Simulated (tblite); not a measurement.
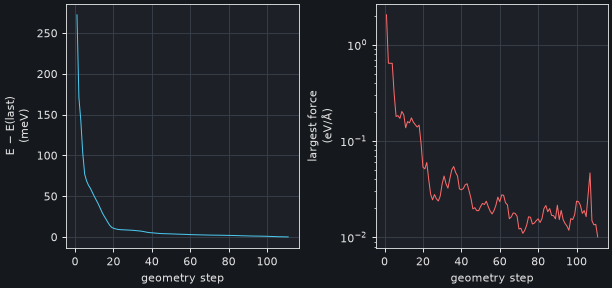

History of a geometry optimisation.

- system: C₇H₁₄OP (SMILES COC1=C(C)C[P@H+](C)C1) (charge +1)
- method: GFN2-xTB geometry optimisation, gas phase in tblite

**How did it end, and what did it gain?**

The optimisation met its thresholds at geometry 111, counting the start as the first. The energy fell by about 270 meV from the first step to the last. The largest force goes from about 2.1 eV/Å at the start to 0.01 eV/Å at the end.
